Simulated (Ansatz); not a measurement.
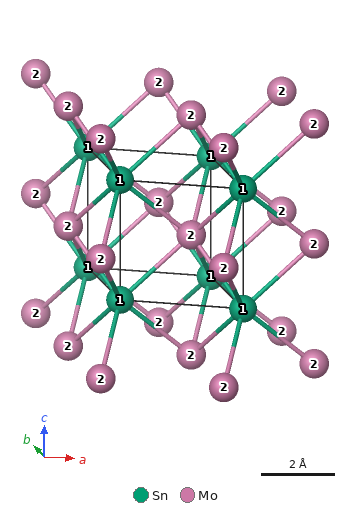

This is the input geometry for a relaxation of solid SnMo (built on the tungsten carbide_187 type) (coarse preliminary run). The picture is a ball-and-stick view of the cell of the calculation, seen slightly off an axis.

Case: tungsten carbide type (P-6m2, No. 187).

Theory: Ansatz 0.2.0, DFT r2SCAN, scalar-relativistic, plane waves, PAW.

Input file:
```yaml
crystal:
  lattice:
    - [3.5101841147, 0.0, 0.0]
    - [-1.7550920574, 3.0399086153, 0.0]
    - [0.0, 0.0, 3.423653144]
  atoms:
    - { symbol: Sn, position: [0.0, 0.0, 0.0] }
    - { symbol: Mo, position: [0.6666666667, 0.3333333333, 0.5] }
basis:
  ecutwfc: 500
kpoints:
  mp_grid: { grid: [6, 6, 6] }
hamiltonian:
  xc: r2scan
scf:
  occupations: { method: gaussian, width: 0.1 }
  lower_state_search: "off"
output:
  forces: true
  stress: true
  eigenvalues: true
relax:
  adjacent_minimum: "off"
  f_tol: 0.04
  max_steps: 70
  cell: { stress_tol: 0.4 }
```

Command:
```bash
ansatz run input.yaml --threads 1 --pin off --max-ram 2560MiB --backend cpu --events-out ev --progress --plain --runs-dir out
```

**Where does the relaxation end?**

No atom moves by more than 0.005 Å relative to the cell. Cell: a = b 3.510 → 3.228 Å (−8.0 %), c 3.424 → 4.151 Å (+21.2 %). Volume +2.5 %. Some distances before and after: Sn1–Mo2 2.653 → 2.790 Å. Bond angles that change, for instance: Mo2–Sn1–Mo2 80.4° → 96.2°, Sn1–Mo2–Sn1 80.4° → 96.2°, Mo2–Sn1–Mo2 82.8° → 70.7°. The space group stays P-6m2 (No. 187). The energy falls by 0.433 eV per cell of the calculation in 5 accepted moves (7 points after the start). All forces vanish by symmetry, so only the cell relaxes. Pressure: 15.87 GPa at the start and −0.12 GPa at the end. The line search rejected the trial step at point 5 of the run. At 1 point the geometry stayed and the basis and grid were re-selected for the new cell (energy shift of 2.7 meV per cell of the calculation at most each time). The run took 25 s on 1 thread of Intel(R) Xeon(R) 6975P-C (Granite Rapids) (shared host), peak memory 0.47 GiB.

History of the run:

| step | E − E(0), meV/atom | pressure, GPa | volume, Å³/atom | note |
| --- | --- | --- | --- | --- |
| 0 | 0.00 | 15.87 | 18.266 |  |
| 1 | -106.61 | 0.96 | 19.657 |  |
| 2 | -161.53 | 0.65 | 19.357 |  |
| 3 | -188.97 | 0.91 | 19.014 |  |
| 4 | -213.21 | 0.61 | 18.726 |  |
| 5 | -212.33 | 0.72 | 18.539 | rejected |
| 6 | -214.93 | -0.17 | 18.731 |  |
| 7 | -216.29 | -0.12 | 18.731 | same geometry, new basis |

Final geometry:

```
Sn Mo
1.0
     3.22817    0.00000    0.00000
    -1.61408    2.79568    0.00000
     0.00000    0.00000    4.15105
Sn Mo
1 1
Cartesian
  -1.6141 2.7957 0.0000
  1.6141 0.9319 2.0755
```

After the run, drawn alike:

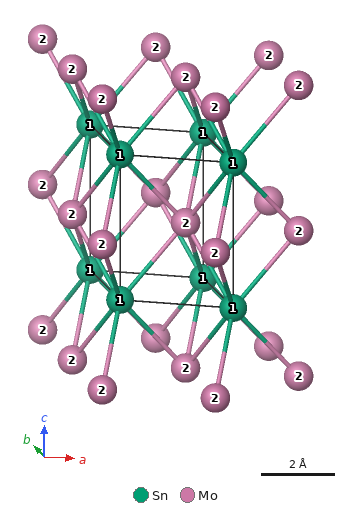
